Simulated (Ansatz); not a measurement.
**Converging the k-point mesh at a smearing width of 0.3 eV: CdPt (P4mm, 2 atoms in the cell)**

```yaml
crystal:
  lattice:
    - [2.97650, 0.00000, 0.00000]
    - [0.00000, 2.97650, 0.00000]
    - [0.00000, 0.00000, 3.83451]
  atoms:
    - { symbol: Cd, position: [0.00000, 0.00000, 0.01304] }
    - { symbol: Pt, position: [0.50000, 0.50000, 0.50000] }
```

Method: PBEsol, default PAW files made with PBE (plane waves; Ansatz, a program for electronic structure).

Base settings: basis.ecutwfc = 420 eV; kpoints.mp_grid.grid = 11 11 9; hamiltonian.xc = pbesol; hamiltonian.pseudopotentials = {kind: paw} (the program's default PAW files); scf.occupations.method = fermi_dirac; scf.occupations.width = 0.1 eV.

In this ladder: scf.occupations.width = 0.3 eV.

Only quantities that move along the ladder and can be compared are tabulated.

The count of work is k-points × plane waves × bands × iterations; it is no time. 

The starting cell comes from a database of computed structures (which also holds hypothetical and non-ambient phases and stackings), without a prior relaxation at this level. Its lattice was rescaled by up to half a per cent. One atom was moved a little off its site on purpose. Spin polarisation is off. In the base run, with a pressure of about -3 GPa the cell is away from its equilibrium volume at this level. Ansatz's pressure includes its estimate of the finite-basis (Pulay) stress.

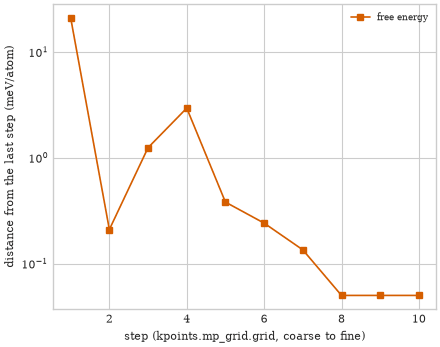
Figure. Distance from the last step along the ladder; very small values are drawn at a floor.

```tsv
kpoints.mp_grid.grid	free energy less the last step's (meV/atom)	pressure (GPa)	largest difference of a force vector from the last step's (eV/Å)	count of work / last
4 4 3	21.04	-2.51	0.011	0.012
5 5 4	-0.21	-2.63	0.007	0.016
6 6 5	-1.25	-2.67	0.001	0.026
7 7 5	2.95	-2.55	0.001	0.026
8 8 7	-0.38	-2.60	0.000	0.052
10 10 8	0.24	-2.59	0.000	0.091
12 12 9	-0.13	-2.61	0.000	0.12
15 15 11	0.02	-2.60	0.000	0.19
18 18 14	0.00	-2.60	0.000	0.38
21 21 17	0.00	-2.60	0.000	0.51
26 26 20	0.00	-2.60	0.000	1.0
```

Coarsest kpoints.mp_grid.grid that holds the free energy within 2 meV/atom of the last step, with all finer ones: 8 8 7, at 0.052 of the last step's count of work; the step before is off by 2.9 meV/atom.

Coarsest kpoints.mp_grid.grid that holds the forces within 0.005 eV/Å of the last step, with all finer ones: 6 6 5, at 0.026 of the last step's count of work; the step before is off by 0.007 eV/Å.

Coarsest kpoints.mp_grid.grid that holds the pressure within 0.05 GPa of the last step, with all finer ones: 7 7 5, at 0.026 of the last step's count of work; the step before is off by 0.07 GPa.

Keys are those of Ansatz 0.2.
